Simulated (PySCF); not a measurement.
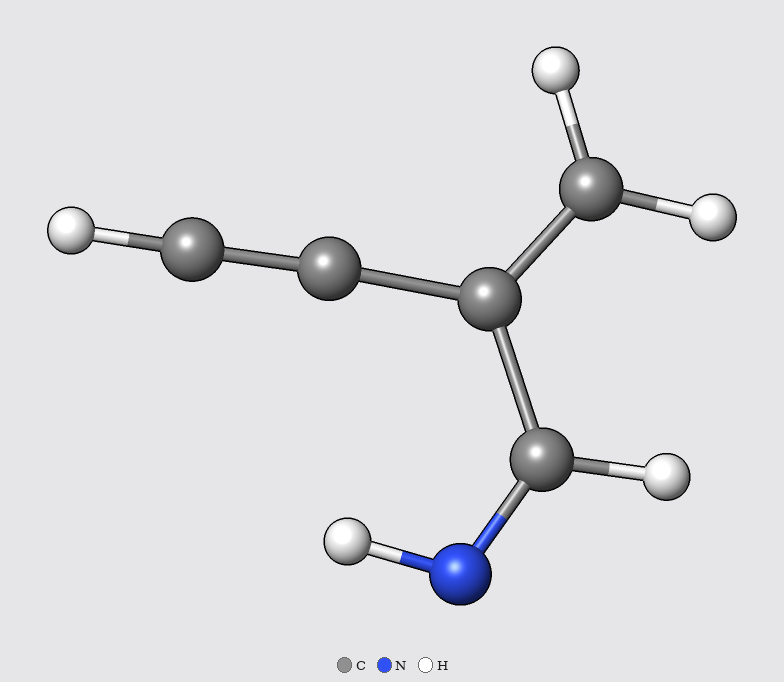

Rendered structure (ball-and-stick style). Every bond is drawn as one stick, whatever its order.

> Give the formula.

C5H5N, 11 atoms: 5 carbon, 5 hydrogen and 1 nitrogen.

> Does it have rings?

It has no ring.

> Which point group does it belong to?

Cs.

> How many bonds of each kind are drawn?

4 C–C, 4 C–H, 1 N–H, 1 C–N.

The parts below concern this one geometry. Atoms keep their numbers from picture to picture. Computed geometry: PBE0-D3(BJ)/def2-SVP optimisation. No frequency run is at hand to confirm it as a minimum.

### Charges

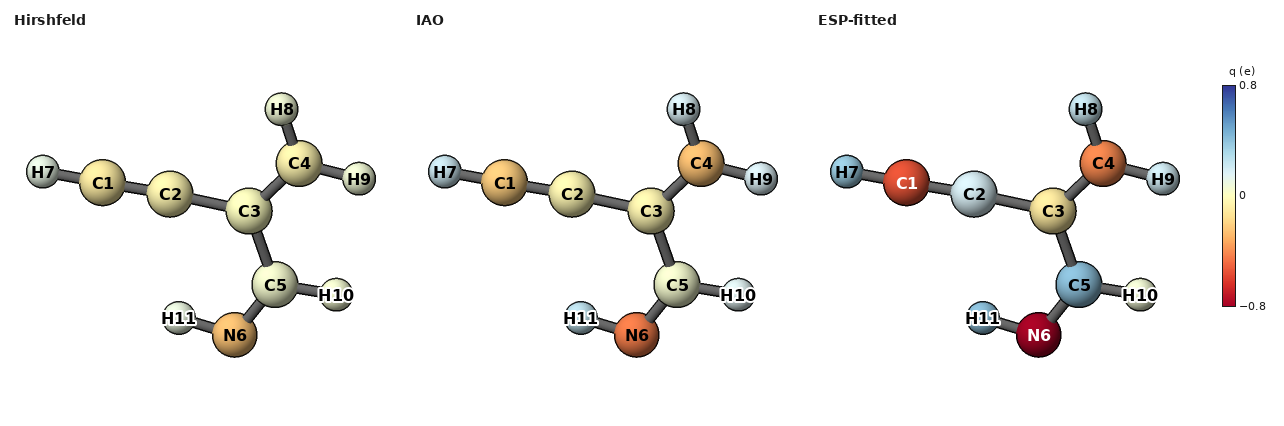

Atomic charges of one calculation by 3 schemes, on one colour scale. No frequency run is at hand to confirm it as a minimum. Level of theory: PBE0/pcSseg-1 in benzene (IEF-PCM) (PySCF 2.14.0).

> Which scheme gives the most polar picture (largest mean size of the charges)?

The ESP-fitted charges are the largest in size here, and the Hirshfeld charges the smallest.

> On which atom do the schemes disagree most?

On N6 (from −0.78 to −0.24 e).

List the charges (e), one line for each set of equivalent atoms.

| atom | Hirshfeld | IAO | ESP-fitted |
| --- | --- | --- | --- |
| C1 | −0.09 | −0.22 | −0.54 |
| C2 | −0.05 | −0.04 | 0.18 |
| C3 | 0.00 | −0.05 | −0.10 |
| C4 | −0.05 | −0.25 | −0.41 |
| C5 | 0.04 | 0.04 | 0.40 |
| N6 | −0.24 | −0.44 | −0.78 |
| H7 | 0.11 | 0.22 | 0.36 |
| H8 | 0.07 | 0.17 | 0.23 |
| H9 | 0.07 | 0.17 | 0.20 |
| H10 | 0.06 | 0.15 | 0.06 |
| H11 | 0.09 | 0.25 | 0.40 |

### Electronic properties

No frequency run is at hand to confirm it as a minimum. Properties computed with CAM-B3LYP/def2-SVPD, gas phase (PySCF 2.14.0). Excitations: vertical, linear response.

What does the calculation give?

- dipole moment: 2.71 D
- HOMO energy (Kohn–Sham orbital): −8.80 eV
- LUMO energy (Kohn–Sham orbital): −0.77 eV
- HOMO–LUMO gap: 8.03 eV
- mean static polarisability: 68.5 bohr³
- lowest vertical singlet excitation: 4.77 eV
- its oscillator strength: 0.003
- brightest of the 6 lowest singlets: 5.48 eV
- its oscillator strength: 0.27

### Quadrupole coupling

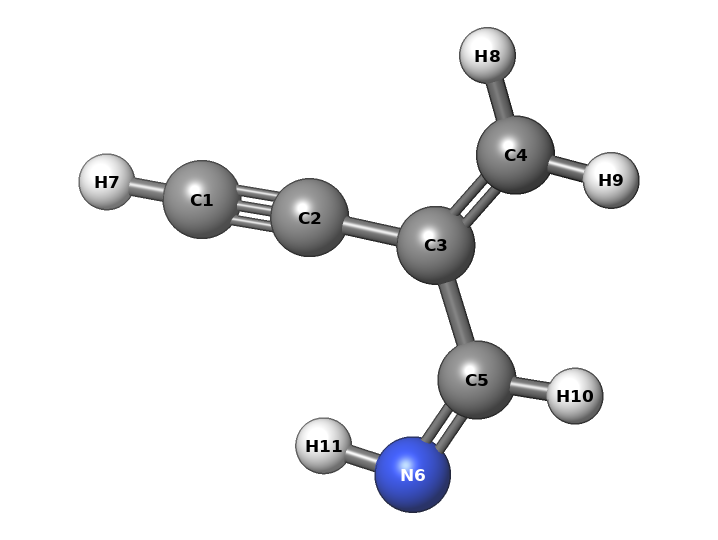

No frequency run is at hand to confirm it as a minimum. Electric field gradients from the ground-state density, PBE0/pcSseg-1 in benzene (IEF-PCM) (PySCF 2.14.0), non-relativistic apart from any core potentials.

Give the largest field-gradient component, the quadrupole coupling constant and the asymmetry for 14N at N6 (Q = 20.44 mb), 2H at H7 (Q = 2.86 mb), 2H at H8 (Q = 2.86 mb).

```csv
atom,V_zz (a.u.),e²qQ/h (MHz),η
N6,−0.960,−4.61,0.49
H7,0.338,0.227,0.01
H8,0.303,0.204,0.04
```

### Bond orders

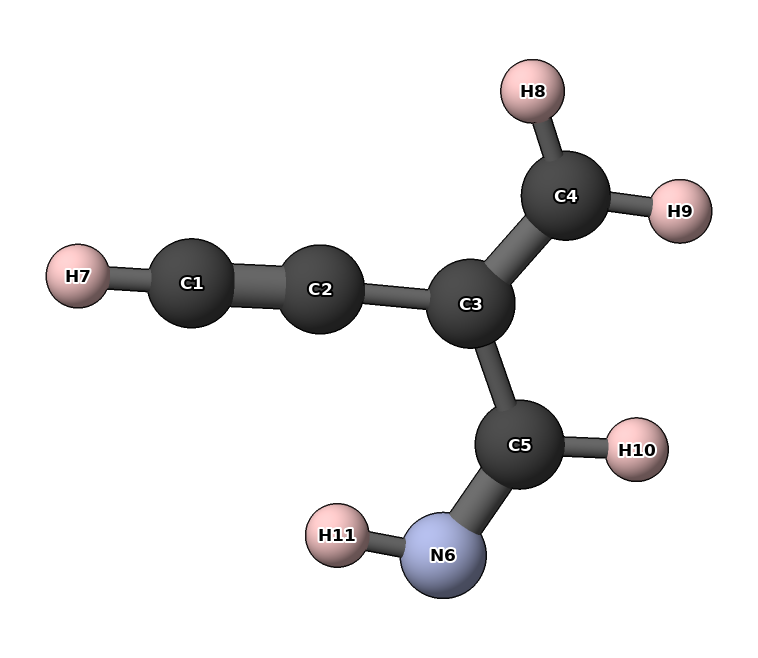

The thickness of each stick grows with its Mayer bond order. No frequency run is at hand to confirm it as a minimum. Computed with PBE0/pcSseg-1 in benzene (IEF-PCM) (PySCF 2.14.0).

List the Mayer bond orders of C1–C2, C1–H7, C2–C3, C3–C4, C3–C5, C4–H8, C4–H9, C5–N6, C5–H10, N6–H11.

| bond | Mayer order | length (Å) |
| --- | --- | --- |
| C1–C2 | 2.39 | 1.213 |
| C1–H7 | 1.13 | 1.075 |
| C2–C3 | 0.97 | 1.430 |
| C3–C4 | 1.88 | 1.347 |
| C3–C5 | 1.03 | 1.485 |
| C4–H8 | 0.94 | 1.091 |
| C4–H9 | 0.93 | 1.093 |
| C5–N6 | 2.06 | 1.267 |
| C5–H10 | 0.94 | 1.103 |
| N6–H11 | 0.93 | 1.029 |
